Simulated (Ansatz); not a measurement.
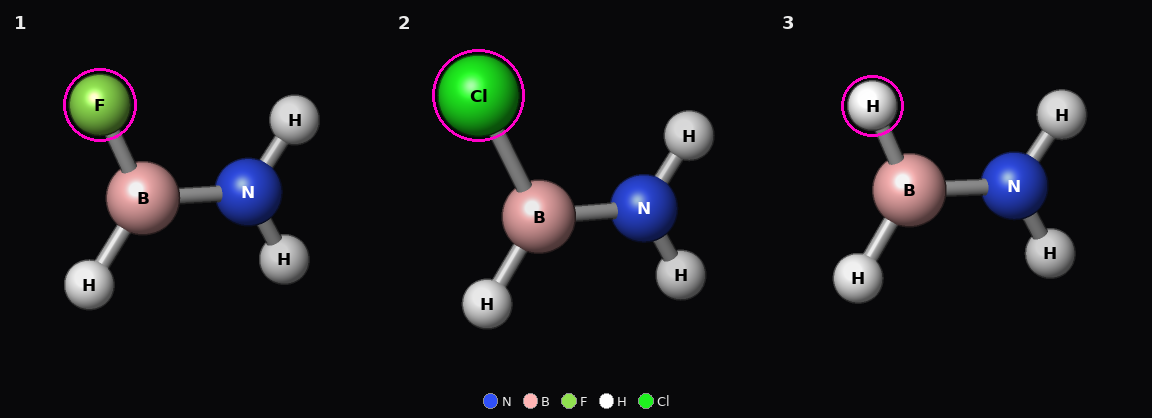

3 molecules with one skeleton, seen from the same side and at one scale; the atom that differs is circled. Charge 0, singlet. Computed geometries: PBE0-D4/def2-TZVP optimisations, one conformation each. Properties computed with Ansatz 0.2.0.

One atom differs, called X below: F in panel 1, Cl in panel 2, H in panel 3. Their formulas are BFH3N (`NBF`), BClH3N (`NBCl`), BH4N (`BN`).

Rank them by the HOMO–LUMO gap, lowest first (ωB97M-V/def2-SVP).

2 (Cl), 3 (H), 1 (F).

Rank them by the vertical ionisation energy, lowest first (ωB97M-V/def2-TZVPP).

2 (Cl), 1 (F), 3 (H).

Give the values. With PBE0-D4/def2-TZVP: length of X–B (Å), angle X–B–H (°). With ωB97M-V/def2-SVP: HOMO energy (Kohn–Sham orbital) (eV), HOMO–LUMO gap (eV). With ωB97M-V/def2-TZVPP: dipole moment (D), vertical ionisation energy (eV).

| quantity | 1 (F) | 2 (Cl) | 3 (H) |
| --- | --- | --- | --- |
| length of X–B (Å) | 1.338 | 1.768 | 1.197 |
| angle X–B–H (°) | 119.0 | 118.8 | 122.0 |
| HOMO energy (Kohn–Sham orbital) (eV) | −10.78 | −10.47 | −10.99 |
| HOMO–LUMO gap (eV) | 14.24 | 13.20 | 13.66 |
| dipole moment (D) | 2.39 | 2.66 | 1.97 |
| vertical ionisation energy (eV) | 11.33 | 10.96 | 11.39 |
